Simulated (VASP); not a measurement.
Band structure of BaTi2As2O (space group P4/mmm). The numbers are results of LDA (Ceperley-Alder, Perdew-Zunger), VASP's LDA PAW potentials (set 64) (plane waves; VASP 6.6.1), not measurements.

Unless said otherwise, spin-orbit coupling is left out, though it shifts the bands of the heavy elements here.

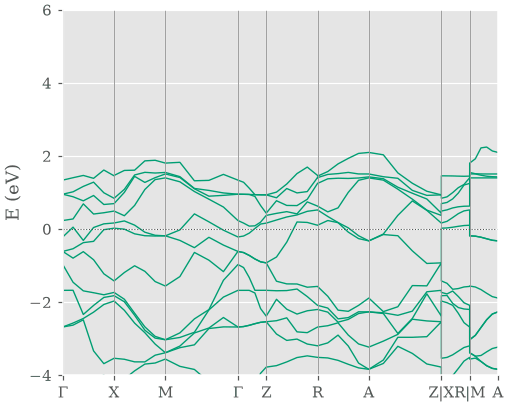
Figure. Bands along high-symmetry lines, zero at the valence-band maximum or, without a gap, the Fermi level

Read the plot: is there a gap, and where are the band edges?

It has no gap at this level: it comes out as a metal or semimetal.

The structure comes from a computed database's BaTi2As2O entry (P4/mmm); how it stands against other phases isn't given here. The cell was not relaxed at this level.
